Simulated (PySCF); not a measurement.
**C3H4B (SMILES BC1=C[CH]1): a chain of runs**

Wanted: a geometry optimisation (USVWN-RPA/4-31G), then the harmonic vibrations, then the excited states (TDA-BMK/cc-pVDZ) of C3H4B. 

Program for the calculation: PySCF 2.14.0.

1 further run of the same task is left out (for a known fault of the program).

**1. The molecule**

C3H4B has 8 atoms, charge 0, and is taken as a doublet. As SMILES, `BC1=C[CH]1`. All atoms were displaced at random from a relaxed shape. The run starts from this shape.

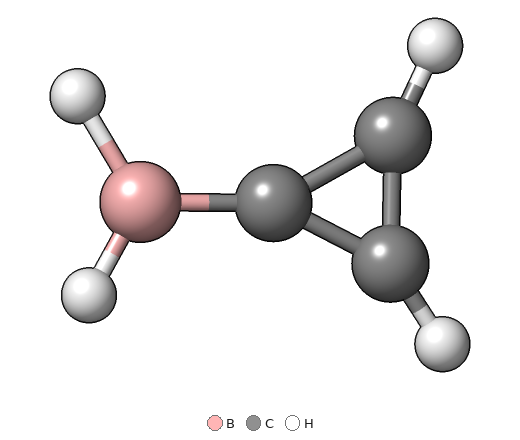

Viewed from a chosen angle; boron pink, carbon grey, hydrogen white.

**2. A structure relaxation at USVWN-RPA/4-31G (Cartesian functions) (run 1)**

Input file input.py:

```python
from pyscf import gto, dft
from pyscf.geomopt.geometric_solver import kernel as optimise

mol = gto.M(
    atom=[
    ('B', (-0.746302, 1.252462, -0.386984)),
    ('C', (-0.048842, 0.080949, 0.056581)),
    ('C', (1.089626, -0.896688, -0.084439)),
    ('C', (0.064960, -1.126155, 0.796357)),
    ('H', (-0.249384, 1.999063, -1.343722)),
    ('H', (-1.781096, 1.474033, 0.042080)),
    ('H', (2.050647, -1.041837, -0.518682)),
    ('H', (-0.351284, -1.852634, 1.405072)),
],
    spin=1,
    max_memory=1860,
    cart=True,
    basis='4-31g',
    charge=0,
    verbose=3,
)

ks = dft.UKS(mol)
ks.xc = 'lda,vwn_rpa'
converged, mol_eq = optimise(ks, maxsteps=100, convergence_set='GAU_TIGHT')
print('converged:', converged)
print(mol_eq.tostring())

ks.reset(mol_eq)
mol = mol_eq
ks.kernel()
e_tot = ks.e_tot
print('E(%s) = %.9f' % ('SVWN-RPA', e_tot))
```

On the command line:

```console
$ OMP_NUM_THREADS=1 python input.py
```

Standard output:

```text
convergence_set           GAU_TIGHT
maxiter                   100
----------------------------------------------------------
Custom engine selected.
Bonds will be generated from interatomic distances less than 1.20 times sum of covalent radii
24 internal coordinates being used (instead of 24 Cartesians)
Internal coordinate system (atoms numbered from 1):
Distance 1-2
Distance 1-5
Distance 1-6
Distance 2-3
Distance 2-4
Distance 3-4
Distance 3-7
Distance 4-8
Angle 2-1-6
Angle 5-1-6
Angle 1-2-3
Angle 1-2-4
Angle 2-3-7
Angle 4-3-7
Angle 2-4-8
Angle 3-4-8
Out-of-Plane 1-2-5-6
Out-of-Plane 2-3-4-1
Out-of-Plane 3-2-4-7
Out-of-Plane 4-2-3-8
Dihedral 5-1-2-3
Dihedral 5-1-2-4
Dihedral 6-1-2-3
Dihedral 6-1-2-4
Dihedral 1-2-3-4
Dihedral 1-2-3-7
Dihedral 4-2-3-7
Dihedral 1-2-4-3
Dihedral 1-2-4-8
Dihedral 3-2-4-8
Dihedral 2-3-4-8
Dihedral 7-3-4-2
Dihedral 7-3-4-8
[... 11 lines left out ...]
> Will converge when all 5 criteria are reached:
[... 81 lines left out ...]
converged SCF energy = -140.36499628857  <S^2> = 0.75087471  2S+1 = 2.0008745
[... 125 lines left out ...]
converged SCF energy = -140.365265148212  <S^2> = 0.75086937  2S+1 = 2.0008692
[... 125 lines left out ...]
converged SCF energy = -140.365267752644  <S^2> = 0.75086919  2S+1 = 2.000869
[... 125 lines left out ...]
converged SCF energy = -140.365267864515  <S^2> = 0.75086925  2S+1 = 2.0008691
[... 126 lines left out ...]
converged SCF energy = -140.365268192627  <S^2> = 0.75086926  2S+1 = 2.0008691
[... 125 lines left out ...]
converged SCF energy = -140.365268358022  <S^2> = 0.75086921  2S+1 = 2.000869
[... 126 lines left out ...]
converged SCF energy = -140.365268489679  <S^2> = 0.75086923  2S+1 = 2.000869
[... 117 lines left out ...]
Converged! =D
[... 1 line left out ...]
converged: True
B          -0.76079741        1.30530682       -0.44665541
C          -0.03272789        0.08706772       -0.02103001
C           1.10128866       -0.79974881       -0.05588403
[... 4 lines of this table left out ...]
H          -0.33506370       -1.81739126        1.46637222

converged SCF energy = -140.365268685506  <S^2> = 0.75086922  2S+1 = 2.000869
E(SVWN-RPA) = -140.365268686
```

It took 2.4 min on 1 thread of Intel Xeon Platinum 8488C (Sapphire Rapids), shared host; peak memory 0.28 GiB.

Step by step:

```csv
step,energy from the first frame kept (eV),largest force (eV/Å)
0,0.0000,3.5082
2,-0.3910,0.5507
4,-0.4098,0.2282
6,-0.4127,0.0918
8,-0.4130,0.0413
10,-0.4131,0.0155
12,-0.4132,0.0046
14,-0.4132,0.0017
16,-0.4132,0.0024
18,-0.4132,0.0011
20,-0.4132,0.0028
22,-0.4132,0.0027
24,-0.4132,0.0033
26,-0.4132,0.0032
28,-0.4132,0.0014
30,-0.4132,0.0032
32,-0.4132,0.0011
34,-0.4132,0.0015
36,-0.4132,0.0016
38,-0.4132,0.0015
40,-0.4132,0.0024
42,-0.4132,0.0010
44,-0.4132,0.0006
```

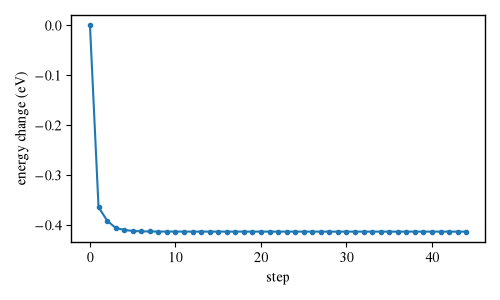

Energy along the run.

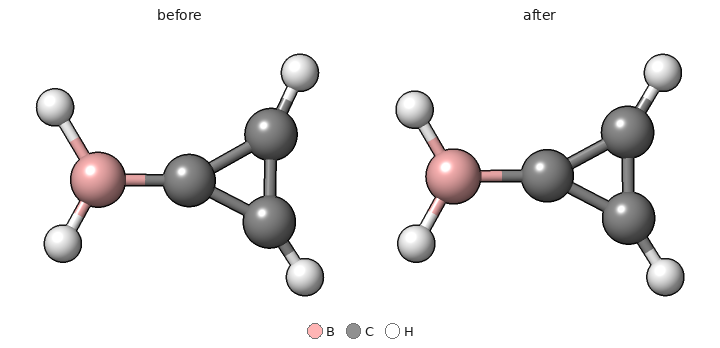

Before and after, at one scale.

After the run. Bond lengths: B1–C2 1.482 Å, C2–C3 1.440 Å, C2–C4 1.440 Å, C3–C4 1.335 Å, B1–H5 1.203 Å, B1–H6 1.203 Å, C3–H7 1.084 Å, C4–H8 1.084 Å. Some angles: B1–C2–C3 152.4°, B1–C2–C4 152.4°, C3–C2–C4 55.2°, C2–C3–C4 62.4°, C2–C4–C3 62.4°, C2–B1–H5 119.9°, C2–B1–H6 119.8°, C2–C3–H7 149.3°, C4–C3–H7 148.3°, C2–C4–H8 149.3°.

**3. Vibrational wavenumbers at USVWN-RPA/4-31G (Cartesian functions) (run 2)**

Input file job.py:

```python
import numpy
from pyscf import gto, dft, symm
from pyscf.hessian import thermo

system = gto.M(
    atom=[
    ('B', (-0.864839, 1.447105, -0.505590)),
    ('C', (-0.136770, 0.228866, -0.079965)),
    ('C', (0.997507, -0.657586, -0.115186)),
    ('C', (-0.016976, -0.983110, 0.688414)),
    ('H', (-0.366432, 2.193301, -1.306571)),
    ('H', (-1.951631, 1.685451, -0.048592)),
    ('H', (1.978028, -0.900755, -0.507048)),
    ('H', (-0.438139, -1.675900, 1.407282)),
],
    max_memory=1860,
    cart=True,
    basis='4-31g',
    verbose=3,
    spin=1,
)

mf = dft.UKS(system, xc='lda,vwn_rpa')
mf.kernel()

energy = mf.e_tot
print('Final energy', energy)
hess = mf.Hessian().kernel()
modes = thermo.harmonic_analysis(system, hess)
print('frequencies (1/cm)', numpy.round(modes['freq_wavenumber'], 1))
symm.geom.TOLERANCE = 1e-3  # for the symmetry number
th = thermo.thermo(mf, modes['freq_au'], 350, 101325)
thermo.dump_thermo(system, th)
```

On the command line:

```console
$ OMP_NUM_THREADS=1 python job.py
```

Standard output:

```text
converged SCF energy = -140.36526868556  <S^2> = 0.75086922  2S+1 = 2.000869
Final energy -140.36526868555953
frequencies (1/cm) [ 262.5  288.7  332.7  703.   753.5  766.1  832.4  913.   924.5  963.
 1051.2 1181.6 1511.1 1680.  2552.8 2638.3 3222.7 3270. ]
temperature 350.0000 [K]
pressure 101325.00 [Pa]
Rotational constants [GHz] 28.10560 6.78398 5.46489
Symmetry number 2
Zero-point energy (ZPE) 0.05433 [Eh]   142636.443 [J/mol]
                           tot       elec      trans        rot        vib
Entropy [J/mol/K]       292.218      5.763    161.085     93.511     31.860
Cv [J/mol/K]             75.601      0.000     12.472     12.472     50.658
Cp [J/mol/K]             83.915      0.000     20.786     12.472     50.658
Internal energy [J/mol]                      4365.091   4365.091 149876.436
Internal energy [Eh]   -140.30486  -140.36527
Enthalpy [J/mol]                             7275.152   4365.091 149876.436
Enthalpy [Eh]          -140.30375
Gibbs free energy [J/mol]                  -49104.424 -28363.626 138725.507
Gibbs free energy [Eh] -140.34271
```

Run time: 41 s. Hardware: 1 thread of Intel Xeon Platinum 8488C (Sapphire Rapids), shared host; peak memory 0.54 GiB.

**4. The excited states at TDA-BMK/cc-pVDZ (density fitting) (run 4)**

Input file input.py:

```python
from pyscf import gto, dft, tdscf
from pyscf import df

mol = gto.M(
    atom=[
    ('B', (-0.760797, 1.305307, -0.446655)),
    ('C', (-0.032728, 0.087068, -0.021030)),
    ('C', (1.101289, -0.799749, -0.055884)),
    ('C', (0.086532, -1.124816, 0.747556)),
    ('H', (-0.262520, 2.051592, -1.247623)),
    ('H', (-1.847589, 1.543524, 0.010432)),
    ('H', (2.081774, -1.043368, -0.447566)),
    ('H', (-0.335064, -1.817391, 1.466372)),
],
    spin=1,
    verbose=4,
    basis='cc-pvdz',
    max_memory=1860,
)

calc0 = dft.UKS(mol, xc='hyb_mgga_x_bmk,gga_c_bmk')
calc0 = calc0.density_fit(auxbasis=df.aug_etb(mol, beta=2.0))
calc0.max_cycle = 100
calc0.kernel()
if not calc0.converged:
    calc0 = calc0.newton().run(calc0.mo_coeff, calc0.mo_occ)

e_final = calc0.e_tot
print('E = %.10f Eh' % e_final)

td = calc0.TDA()
td.nstates = 4
td.kernel()
td.analyze()
roots = td.e * 27.211386
osc = td.oscillator_strength()
print('state   eV      nm      f')
for i, (w, f) in enumerate(zip(roots, osc), 1):
    print('%3d %9.4f %8.1f %9.5f' % (i, w, 1239.842 / w, f))
```

On the command line:

```console
$ OMP_NUM_THREADS=1 python input.py
```

Standard output:

```text
PySCF version 2.14.0

[... 70 lines left out ...]
WARN: HOMO -0.180048941543359 >= LUMO -0.180048941543361
[... 50 lines left out ...]
converged SCF energy = -141.318923677325  <S^2> = 0.75165718  2S+1 = 2.0016565
[... 14 lines left out ...]
** Excitation energies and oscillator strengths **
      14a ->   15a     -0.98014
      10b ->   15b     -0.17355
      11b ->   16b      0.10469
      13b ->   14b      0.98870
      12b ->   14b     -0.97929
      14a ->   16a     -0.98307

** Transition electric dipole moments (AU) **
state          X           Y           Z        Dip. S.      Osc.
  1        -0.2347     -0.0753      0.1858      0.0953      0.0065
  2        -0.0001      0.0003     -0.0000      0.0000      0.0000
  3        -0.0199     -0.0239     -0.0344      0.0022      0.0003
  4         0.7407     -1.2395      0.4331      2.2725      0.3030

** Transition velocity dipole moments (imaginary part, AU) **
state          X           Y           Z        Dip. S.      Osc.
  1         0.0405      0.0130     -0.0321      0.0028      0.0186
  2         0.0000      0.0000      0.0001      0.0000      0.0000
  3        -0.0086     -0.0103     -0.0149      0.0004      0.0014
  4         0.0933     -0.1562      0.0546      0.0361      0.1202

** Transition magnetic dipole moments (imaginary part, AU) **
state          X           Y           Z
  1         0.1758      0.2125      0.3076
  2        -0.1115      0.1862     -0.0650
  3        -0.0056     -0.0020      0.0037
  4        -0.0004      0.0011     -0.0002
state   eV      nm      f
  1    2.7726    447.2   0.00647
  2    3.9101    317.1   0.00000
  3    5.0732    244.4   0.00027
  4    5.4428    227.8   0.30303
```

Run time: 5 min. Hardware: 1 thread of Intel Xeon Platinum 8488C (Sapphire Rapids), shared host; peak memory 0.58 GiB.

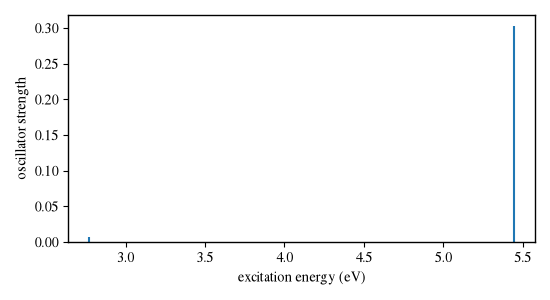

Vertical excitations as sticks.

The roots found:

```csv
excited state,energy (eV),strength
1,2.773,0.0065
2,3.910,0.0000
3,5.073,0.0003
4,5.443,0.3030
```

**5. Summary of results**

| quantity | value |
| --- | --- |
| run 1, USVWN-RPA/4-31G: total energy at the end | -140.36527 Eh |
| run 1, USVWN-RPA/4-31G: dipole moment | 4.02 D |
| run 1, USVWN-RPA/4-31G: HOMO energy (highest over α and β) | -4.75 eV |
| run 1, USVWN-RPA/4-31G: LUMO energy (lowest over α and β) | -3.93 eV |
| run 1, USVWN-RPA/4-31G: ⟨S²⟩ | 0.751 |
| run 2, USVWN-RPA/4-31G: lowest harmonic wavenumber | 262 cm⁻¹ |
| run 2, USVWN-RPA/4-31G: highest harmonic wavenumber | 3270 cm⁻¹ |
| run 2, USVWN-RPA/4-31G: zero-point energy | 142.6 kJ/mol |
| run 2, USVWN-RPA/4-31G: ideal-gas entropy at 350 K (symmetry number 2 as used) | 69.8 cal/(mol K) |
| run 4, TDA-BMK/cc-pVDZ: ground-state or mean-field energy | -141.31892 Eh |
| run 4, TDA-BMK/cc-pVDZ: dipole moment (BMK Kohn–Sham density) | 3.98 D |
| run 4, TDA-BMK/cc-pVDZ: HOMO energy (BMK Kohn–Sham orbitals) (highest over α and β) | -5.87 eV |
| run 4, TDA-BMK/cc-pVDZ: LUMO energy (BMK Kohn–Sham orbitals) (lowest over α and β) | -1.63 eV |
| run 4, TDA-BMK/cc-pVDZ: ⟨S²⟩ of the reference determinant | 0.752 |
| run 4, TDA-BMK/cc-pVDZ: lowest excitation energy | 2.77 eV |

**Reading.** The optimisation (run 1, USVWN-RPA/4-31G) took 44 steps and changed the energy by -0.413 eV. All 18 modes (run 2, USVWN-RPA/4-31G) are real, so the shape is a minimum at this level. The brightest of the 4 transitions from the ground state lies at 5.44 eV (228 nm, f = 0.303); the lowest, at 2.77 eV, has f = 0.006.
